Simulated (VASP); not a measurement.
Band structure of VN (rock salt). These are PW91 GGA, VASP's PBE PAW potentials (set 64) (plane waves; VASP) values and carry that method's errors.

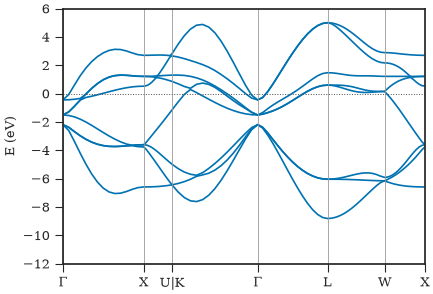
Figure: Bands along high-symmetry lines, zero at the valence-band maximum or, without a gap, the Fermi level

Problem. Read the plot: is there a gap, and where are the band edges?

Solution. It has no gap at this level: it comes out as a metal or semimetal. (Edges off the drawn lines would not show.)

The compound is VN in the rock salt structure, which distorts at low temperature. It was relaxed first. The run is not spin-polarised, so no magnetic state was tried. VASP warned that the highest band is occupied, so more bands are needed.
